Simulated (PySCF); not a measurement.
# C3H9OSi, doublet, SMILES `[CH2]C[SiH2]OC`: electronic structure

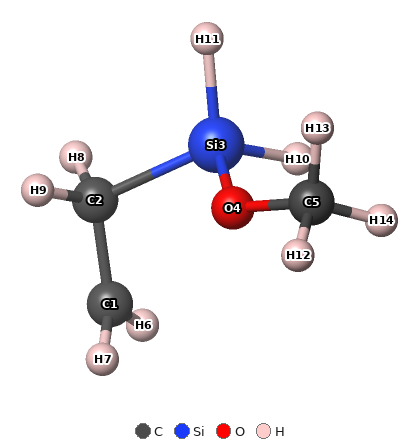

The molecule, with its atoms numbered as below. No frequency check shows the geometry to be a minimum.

Coordinates in Å:

```
C1      -2.0721    1.0134    0.2513
C2      -1.6990   -0.2025   -0.4580
Si3      0.0119   -0.8247    0.1763
O4       0.9968    0.3907   -0.2422
C5       2.3641    0.5176    0.0045
H6      -2.5310    0.9563    1.2195
H7      -1.7184    1.9674   -0.0860
H8      -2.4100   -1.0075   -0.2794
H9      -1.6245   -0.0308   -1.5308
H10     -0.0167   -1.0304    1.6273
H11      0.4168   -2.0818   -0.4667
H12      2.6990    1.4612   -0.4278
H13      2.9196   -0.3055   -0.4512
H14      2.5674    0.5205    1.0778
```

## 1. Bonding charge

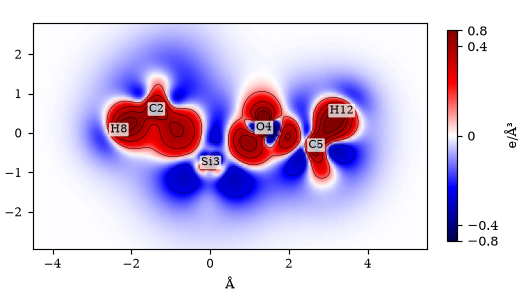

Deformation density (molecule less spherical, spin-averaged free atoms) in the plane of C2, Si3, O4, C5, H8 and H12; colour scale in e/Å³, logarithmic beyond ±0.1; red: gain, blue: loss.

PySCF calculation, HF/def2-TZVP, gas phase; geometry: GFN2-xTB. The stability of the open-shell solution wasn't checked. GFN2-xTB doesn't know the spin state, so this open-shell geometry is rough.

Question: How much density has each bond in this plane gained at its critical point, relative to the free atoms?

Answer: C5–H12: +0.80 e/Å³ at the bond critical point (bond length 1.09 Å, Mayer order 1.0). C2–H8: +0.69 e/Å³ at the bond critical point (bond length 1.09 Å, Mayer order 1.0). C2–Si3: +0.22 e/Å³ at the bond critical point (bond length 1.93 Å, Mayer order 1.0). Si3–O4: +0.13 e/Å³ at the bond critical point (bond length 1.62 Å, Mayer order 1.1). O4–C5: +0.09 e/Å³ at the bond critical point (bond length 1.40 Å, Mayer order 0.9); up to 0.6 Å beside the axis the gain reaches +0.41 e/Å³. In all, 3.3 electrons gather in the regions of gain relative to the promolecule. A small or negative value marks a very polar bond, one between electron-rich atoms, whose free-atom densities already overlap strongly, a long bond to a heavier atom, or a closed-shell contact such as a hydrogen bond.

Question: Where do the Hirshfeld charges lie?

Answer: The highest Hirshfeld charge is on Si3 (+0.47 e), the lowest on O4 (−0.32 e).

| atom | charge (e) |
| --- | --- |
| C1 | −0.09 |
| C2 | −0.19 |
| Si3 | +0.47 |
| O4 | −0.32 |
| C5 | +0.02 |
| H6 | +0.04 |
| H7 | +0.04 |
| H8 | +0.04 |
| H9 | +0.05 |
| H10 | −0.09 |
| H11 | −0.10 |
| H12 | +0.05 |
| H13 | +0.04 |
| H14 | +0.04 |

## 2. Bond critical points

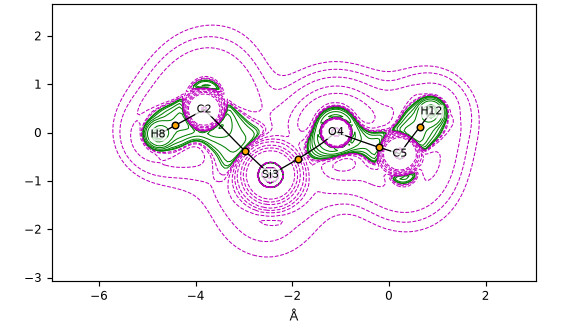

Negative Laplacian of the density (−∇²ρ) in the plane of C2, Si3, O4, C5, H8 and H12 (solid green lines positive, dashed magenta lines negative, contours at ±0.02 to ±8 a.u.), with bond paths and bond critical points (dots).

Question: At which bond critical points in this plane is charge locally concentrated, and at which depleted?

Answer: Concentrated (∇²ρ < 0): C5–H12 (−1.12 a.u.); C2–H8 (−1.01 a.u.); O4–C5 (−0.22 a.u.). Depleted (∇²ρ > 0): Si3–O4 (+1.02 a.u., H = −0.045); C2–Si3 (+0.17 a.u., H = −0.073). A positive Laplacian with clearly negative H marks a strongly polar covalent bond, whose critical point lies close to the core of the less electronegative atom.

Question: Where along O4–C5 does the critical point lie?

Answer: 0.95 Å from O4 and 0.45 Å from C5.

## 3. Local ionisation energy

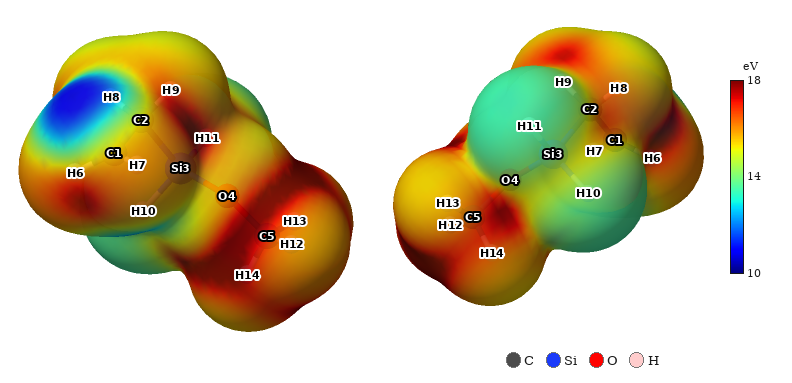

Average local ionisation energy on the surface of electron density 0.001 a.u. (back view left, front view right).

Question: Where are the most loosely bound electrons on this surface?

Answer: The lowest value is 10.9 eV, over C1, off the plane of its three bonds (2.0 Å). Further minima include 12.0 eV, over C1, off the plane of its three bonds (2.0 Å); 13.4 eV, 1.5 Å from H11; 13.5 eV, 1.5 Å from H10. For comparison, the highest occupied orbital lies at −8.5 eV.

## 4. Spin density

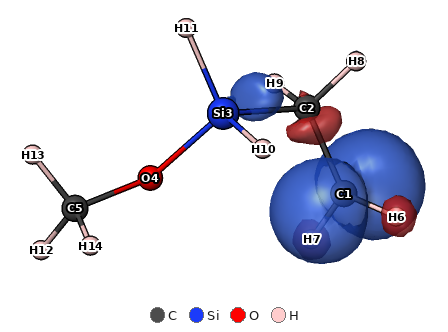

Spin density ρα − ρβ at ±0.05 e/Å³ (blue: excess α, red: excess β).

Question: Where is the unpaired spin?

Answer: Hirshfeld spin populations: C1 +0.77, Si3 +0.07 and C2 +0.04. ⟨S²⟩ = 0.76, against 0.75 for a pure state. The picture also shows regions of β spin from spin polarisation; the Hirshfeld sums, whose atoms overlap, net them against the α spin of neighbours.

## 5. Removing or adding an electron

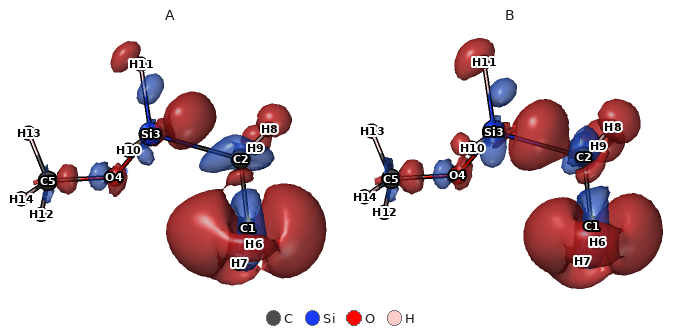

The two Fukui functions at ±0.03 e/Å³ (red positive, blue negative).

PySCF calculation, ωB97X/def2-SVP, gas phase; geometry: GFN2-xTB. GFN2-xTB doesn't know the spin state, so this open-shell geometry is rough.

Question: Why do the two look alike?

Answer: The electron leaves from or enters the same singly occupied orbital. A is f⁺, B is f⁻. f⁻ (Hirshfeld-condensed) is largest on C1 (0.34); the vertical ionisation energy is 7.54 eV (to the singlet cation, which needn't be its lowest state). f⁺ (Hirshfeld-condensed) is largest on C1 (0.35); the vertical electron affinity is −1.13 eV (to the singlet anion, which needn't be its lowest state; negative, but this basis has no diffuse functions, so it doesn't show that the anion is unbound).

The PySCF runs shown took 13 s and 67 s on 1 thread of Arm Neoverse V2, on a shared host.
